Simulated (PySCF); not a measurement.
# disilane (Si₂H₆): spin-spin couplings and electronic excitations at several levels of theory, part 2 of 2

PySCF 2.14.0. Atoms count from 0. The steps go on from the part before.

## 9. Excited states and response: PBE0/def2-SVPD

The job: settings as JSON, then the geometry in Å.

```
{"job": {"kind": "uv", "xc": "PBE0", "basis": "def2-SVPD", "ip": true}, "charge": 0, "multiplicity": 1}
Si    -1.181745     0.159027    -0.055407
Si     1.148807    -0.096767     0.005437
H     -1.779713    -0.774389    -1.059183
H     -1.528339     1.562782    -0.437676
H     -1.773264    -0.133156     1.286490
H      1.511581    -1.497999     0.380315
H      1.742026     0.838758     1.010089
H      1.731195     0.207325    -1.338144
```

Method: TDDFT PBE0/def2-SVPD, vertical, gas phase, core orbitals frozen in the response.

The log of the run:

```text
coarse grid: 6968 points
cycle   1  E = -582.0645942874  dE = -3.336e-01  |g| = 9.270e-02  |ddm| = 2.570e+00
cycle   2  E = -582.0668459421  dE = -2.252e-03  |g| = 2.999e-02  |ddm| = 3.064e-01
cycle   3  E = -582.0671335266  dE = -2.876e-04  |g| = 1.337e-02  |ddm| = 9.257e-02
cycle   4  E = -582.0672071943  dE = -7.367e-05  |g| = 6.904e-04  |ddm| = 2.275e-02
cycle   5  E = -582.0672074576  dE = -2.633e-07  |g| = 6.307e-05  |ddm| = 4.045e-03
final grid: 56088 points
cycle   6  E = -582.1384884543  dE = -3.239e-06  |g| = 2.951e-04  |ddm| = 1.461e-02
cycle   7  E = -582.1384884852  dE = -3.089e-08  |g| = 1.551e-04  |ddm| = 1.140e-03
cycle   8  E = -582.1384884951  dE = -9.925e-09  |g| = 4.023e-05  |ddm| = 3.478e-04
cycle   9  E = -582.1384884958  dE = -6.780e-10  |g| = 3.110e-06  |ddm| = 7.846e-05
converged SCF energy = -582.1384884958

Static polarisability (au): isotropic 62.434, principal 56.314 56.322 74.666

Singlet excitations
state   eV       nm        f      main configurations
  1   7.4736    165.9   0.02408   H->L 0.48, H->L+3 0.21, H->L+1 0.20
  2   7.4742    165.9   0.02408   H->L+1 0.70, H->L 0.12, H->L+3 0.09
  3   7.5568    164.1   0.00003   H->L+3 0.56, H->L 0.33, H->L+2 0.10
  4   7.8215    158.5   0.46092   H->L+2 0.80, H->L+3 0.10
  5   8.1392    152.3   0.00006   H->L+4 0.99
  6   8.1410    152.3   0.00000   H->L+5 0.99
  7   8.4076    147.5   0.00000   H-1->L+1 0.49, H-2->L 0.30, H-2->L+3 0.17
  8   8.6519    143.3   0.06059   H-1->L+2 0.66, H-1->L+3 0.13
  9   8.6527    143.3   0.06128   H-2->L+2 0.64, H-2->L+1 0.09
 10   8.6749    142.9   0.00012   H-1->L+3 0.52, H-1->L 0.38

Triplet excitations (Tamm-Dancoff, eV): 6.4470 6.4475 6.8363 7.1534
Vertical ionisation energy (delta-SCF) = 10.5135 eV
```

Run time: 29 s. Hardware: 1 thread of Arm Neoverse N1, shared host; peak memory 0.45 GiB.

Key values: HOMO -8.39 eV, LUMO 0.33 eV; lowest singlet 7.47 eV.

## 10. Excited states and response: BHandHLYP/def2-SVPD

Same as in step 9 but for these lines:

```diff
@@ -1,2 +1,2 @@
-{"job": {"kind": "uv", "xc": "PBE0", "basis": "def2-SVPD", "ip": true}, "charge": 0, "multiplicity": 1}
+{"job": {"kind": "uv", "xc": "BHandHLYP", "basis": "def2-SVPD", "ip": true}, "charge": 0, "multiplicity": 1}
 Si    -1.181745     0.159027    -0.055407
```

Level: TDDFT BHandHLYP/def2-SVPD, vertical, gas phase, core orbitals frozen in the response.

The log of the run:

```text
coarse grid: 6968 points
cycle   1  E = -582.3324805896  dE = -3.795e-01  |g| = 1.302e-01  |ddm| = 2.493e+00
cycle   2  E = -582.3399354788  dE = -7.455e-03  |g| = 3.720e-02  |ddm| = 3.878e-01
cycle   3  E = -582.3405444253  dE = -6.089e-04  |g| = 1.496e-02  |ddm| = 1.332e-01
cycle   4  E = -582.3406357900  dE = -9.136e-05  |g| = 7.204e-04  |ddm| = 3.413e-02
cycle   5  E = -582.3406361129  dE = -3.230e-07  |g| = 1.463e-04  |ddm| = 2.663e-03
final grid: 56088 points
cycle   6  E = -582.3873575216  dE = -1.150e-06  |g| = 2.299e-04  |ddm| = 1.145e-02
cycle   7  E = -582.3873575473  dE = -2.563e-08  |g| = 1.030e-04  |ddm| = 9.807e-04
cycle   8  E = -582.3873575514  dE = -4.184e-09  |g| = 1.569e-05  |ddm| = 2.515e-04
cycle   9  E = -582.3873575516  dE = -1.315e-10  |g| = 2.255e-06  |ddm| = 5.430e-05
converged SCF energy = -582.3873575516

Static polarisability (au): isotropic 60.443, principal 54.876 54.884 71.569

Singlet excitations
state   eV       nm        f      main configurations
  1   7.7148    160.7   0.03085   H->L+2 0.92
  2   7.7155    160.7   0.03085   H->L+3 0.92
  3   7.8730    157.5   0.00001   H->L 0.98
  4   8.1717    151.7   0.63079   H->L+1 0.95
  5   8.4690    146.4   0.00009   H->L+4 0.98
  6   8.4709    146.4   0.00000   H->L+5 0.98
  7   9.0372    137.2   0.00000   H-1->L+3 0.30, H-2->L+2 0.30, H-1->L+2 0.15
  8   9.1813    135.0   0.00124   H-1->L 0.90
  9   9.1830    135.0   0.00262   H-2->L 0.88
 10   9.1943    134.8   0.08178   H-1->L+1 0.45, H-2->L+1 0.16, H-2->L+2 0.11

Triplet excitations (Tamm-Dancoff, eV): 6.7030 6.7036 7.1597 7.4743
Vertical ionisation energy (delta-SCF) = 10.5493 eV
```

Run time: 13 s. Hardware: 1 thread of Arm Neoverse N1, shared host; peak memory 0.45 GiB.

In short: HOMO -9.41 eV, LUMO 0.89 eV; lowest singlet 7.71 eV.

## 11. TDDFT and polarisability: CAM-B3LYP/def2-SVPD

Same as in step 10 but for these lines:

```diff
@@ -1,2 +1,2 @@
-{"job": {"kind": "uv", "xc": "BHandHLYP", "basis": "def2-SVPD", "ip": true}, "charge": 0, "multiplicity": 1}
+{"job": {"kind": "uv", "xc": "CAM-B3LYP", "basis": "def2-SVPD", "ip": true}, "charge": 0, "multiplicity": 1}
 Si    -1.181745     0.159027    -0.055407
```

With the program's defaults for keys left out, this is: TDDFT CAM-B3LYP/def2-SVPD, vertical, gas phase, core orbitals frozen in the response.

The log of the run:

```text
coarse grid: 6968 points
cycle   1  E = -582.3123493897  dE = -3.749e-01  |g| = 1.289e-01  |ddm| = 2.558e+00
cycle   2  E = -582.3186322660  dE = -6.283e-03  |g| = 4.305e-02  |ddm| = 3.155e-01
cycle   3  E = -582.3193931647  dE = -7.609e-04  |g| = 1.370e-02  |ddm| = 1.258e-01
cycle   4  E = -582.3194715692  dE = -7.840e-05  |g| = 8.690e-04  |ddm| = 3.704e-02
cycle   5  E = -582.3194720582  dE = -4.890e-07  |g| = 1.785e-04  |ddm| = 3.290e-03
final grid: 56088 points
cycle   6  E = -582.3930969447  dE = -1.622e-06  |g| = 2.318e-04  |ddm| = 9.349e-03
cycle   7  E = -582.3930969663  dE = -2.163e-08  |g| = 5.901e-05  |ddm| = 1.100e-03
cycle   8  E = -582.3930969678  dE = -1.490e-09  |g| = 2.433e-05  |ddm| = 2.070e-04
cycle   9  E = -582.3930969680  dE = -2.512e-10  |g| = 2.897e-06  |ddm| = 5.102e-05
converged SCF energy = -582.3930969680

Static polarisability (au): isotropic 61.793, principal 55.999 56.007 73.374

Singlet excitations
state   eV       nm        f      main configurations
  1   7.5770    163.6   0.02534   H->L+2 0.91
  2   7.5777    163.6   0.02534   H->L+3 0.91
  3   7.6818    161.4   0.00002   H->L 0.97
  4   8.0231    154.5   0.57997   H->L+1 0.93
  5   8.2680    150.0   0.00012   H->L+4 0.98
  6   8.2699    149.9   0.00000   H->L+5 0.98
  7   8.7386    141.9   0.00000   H-1->L+3 0.30, H-2->L+2 0.29, H-1->L+2 0.16
  8   8.9028    139.3   0.02713   H-1->L 0.53, H-1->L+1 0.25
  9   8.9037    139.3   0.03773   H-2->L 0.29, H-2->L+1 0.27, H-1->L 0.17
 10   8.9060    139.2   0.05776   H-2->L+1 0.28, H-1->L+1 0.27, H-1->L 0.21

Triplet excitations (Tamm-Dancoff, eV): 6.6341 6.6347 7.0354 7.2971
Vertical ionisation energy (delta-SCF) = 10.5988 eV
```

Run time: 14 s. Hardware: 1 thread of Arm Neoverse N1, shared host; peak memory 0.45 GiB.

In short: HOMO -9.66 eV, LUMO 1.04 eV; lowest singlet 7.58 eV.

## 12. Run by run: spin-spin couplings

Couplings (Hz), each a mean over the pairs like the one named, with basis size and wall time:

```tsv
run	Si0–H2	Si0–Si1	Si0–H5	H2–H5	H2–H3	functions	time
B3LYP/def2-TZVP	-163.7	65.5	-6.5	3.3	1.3	110	15 s
B3LYP/cc-pVTZ	-152.9	61.6	-6.5	3.2	0.9	152	22 s
B3LYP/6-31G*	-180.1	72.5	-5.0	3.0	-0.6	48	6.3 s
```

## 13. Run by run: electronic excitations

Excitations and ground-state properties, with basis size and wall time:

```tsv
run	lowest singlet (eV)	brightest (eV)	f	gap (eV)	α (Å³)	μ (D)	functions	time
HF/def2-SVPD	8.07	8.85	0.910	13.38	8.59	0.01	96	2.7 s
LDA/def2-SVPD	7.00	7.24	0.329	6.71	9.85	0.01	96	22 s
PBE/def2-SVPD	7.06	7.32	0.323	6.78	9.56	0.01	96	45 s
B3LYP/def2-SVPD	7.38	7.66	0.462	8.28	9.28	0.01	96	48 s
PBE0/def2-SVPD	7.47	7.82	0.461	8.72	9.25	0.01	96	29 s
BHandHLYP/def2-SVPD	7.71	8.17	0.631	10.29	8.96	0.01	96	13 s
CAM-B3LYP/def2-SVPD	7.58	8.02	0.580	10.70	9.16	0.01	96	14 s
```

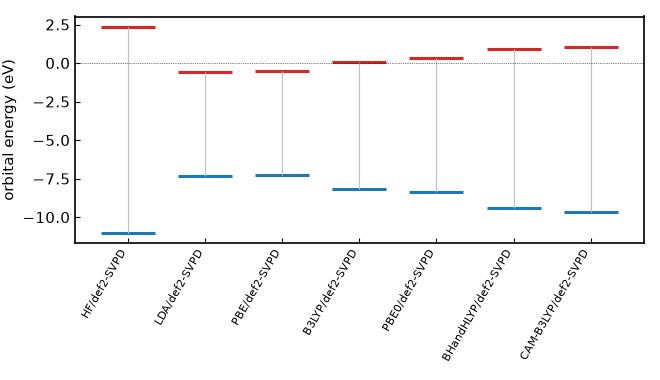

HOMO (blue) and LUMO (red) run by run.

## 14. Outcome

The summary covers parts 1 to 2.

| quantity | value |
| --- | --- |
| largest coupling of the table (B3LYP/def2-TZVP) | ¹J(Si,H) Si0–H2, -163.7 Hz |
| lowest singlet (HF/def2-SVPD) | 8.07 eV (154 nm), f = 0.042 |
| brightest single state of those computed | state 4, 8.85 eV, f = 0.910 |
| lowest triplet | 6.73 eV |
| vertical ionisation energy (ΔSCF) | 9.87 eV |
| range of J(Si0,H2), mean over like pairs | -180.1 to -152.9 Hz |
| range of the lowest singlet | 7.00 to 8.07 eV |

In words: Single values in the summary come from the first run of each kind that ended normally (B3LYP/def2-TZVP; HF/def2-SVPD), which need not be the best level. Of the pairs tabulated at B3LYP/def2-TZVP, Si0–H2 (mean over like pairs) couples most strongly (-163.7 Hz; Fermi contact -163.7 Hz). The first singlet state (HOMO→LUMO+2 0.86) lies at 8.07 eV and is weak; of the 10 states computed, the strongest absorption comes from state 4 at 8.85 eV. The lowest triplet lies 1.34 eV below the lowest singlet (triplets in Tamm-Dancoff, singlets in full TDDFT). At HF/def2-SVPD, the highest states lie near or above the ionisation energy, where they hang on the basis. The orbital energy would give 11.02 eV for ionisation, ΔSCF gives 9.87 eV. The coupling Si0–H2, as a mean over pairs of its kind, runs from -180.1 Hz (B3LYP/6-31G*) to -152.9 Hz (B3LYP/cc-pVTZ). The lowest singlet runs from 7.00 eV (LDA/def2-SVPD) to 8.07 eV (HF/def2-SVPD), while the orbital gap spans 6.71 to 13.38 eV: the excitation energy moves far less from run to run than the orbital gap does. The lowest state need not be the same one in every run. The runs solved for a few states only, so the brightest column depends on that window. Couplings from bases without tight functions are rough.
